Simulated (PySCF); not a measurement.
Input file:

```
{"job": {"kind": "nmr", "xc": "PBE0", "basis": "pcSseg-1"}, "charge": 0, "multiplicity": 1}
C      3.766543     1.038345     0.120249
C      2.551941     0.179391    -0.165818
S      1.025764     0.980102     0.479832
B     -0.188770    -0.324369     0.218073
O      0.263993    -1.475521    -0.309442
C     -1.723648    -0.052755     0.610392
C     -2.574152    -1.329308     0.594514
C     -2.346376     0.994658    -0.325741
H      3.658615     2.014146    -0.346208
H      4.659187     0.555400    -0.273026
H      3.886506     1.181789     1.191244
H      2.407659     0.038016    -1.236269
H      2.630063    -0.793708     0.315817
H     -0.384742    -2.168136    -0.440171
H     -1.764818     0.361098     1.624360
H     -3.591162    -1.113977     0.915237
H     -2.161678    -2.080337     1.266815
H     -2.625582    -1.746857    -0.411289
H     -3.372124     1.207882    -0.031426
H     -2.351547     0.632797    -1.352521
H     -1.774591     1.918285    -0.290392
```

Run with:

```sh
OMP_NUM_THREADS=1 python probes_run.py task.json out
```

Geometry: GFN2-xTB.

All numbers below come from PBE0/pcSseg-1, SCF density, gas phase, non-relativistic in PySCF.

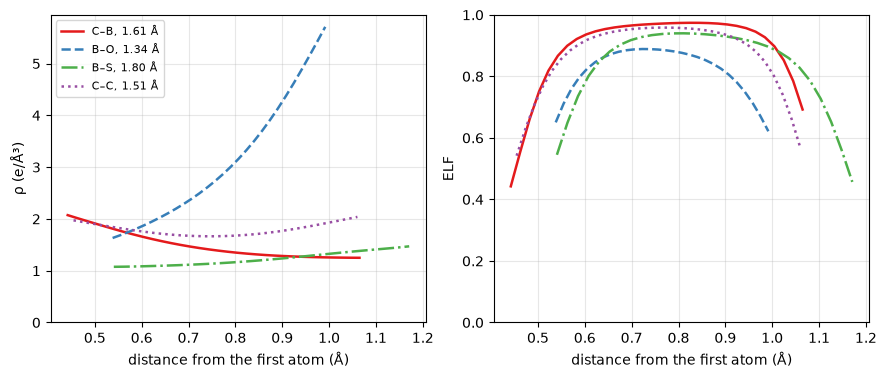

C$_{5}$H$_{13}$BOS (SMILES CCSB(O)C(C)C). Total electron density and electron localisation function along straight lines between neighbouring atoms. The curves leave out the atomic cores.

What can be read from the curves?

C–B (1.61 Å): the density is about 1.3 e/Å³ at the midpoint; the ELF peaks at about 1 between the atoms: a shared electron pair.
B–O (1.34 Å): the density is about 2.2 e/Å³ at the midpoint; the ELF peaks at about 0.90 between the atoms (a polar covalent bond).
B–S (1.80 Å): the density is about 1.2 e/Å³ at the midpoint; the ELF peaks at about 0.95 between the atoms (localised, covalent bonding).
C–C (1.51 Å): ρ at the midpoint is about 1.7 e/Å³; the ELF peaks at about 0.95 between the atoms; a shared electron pair.
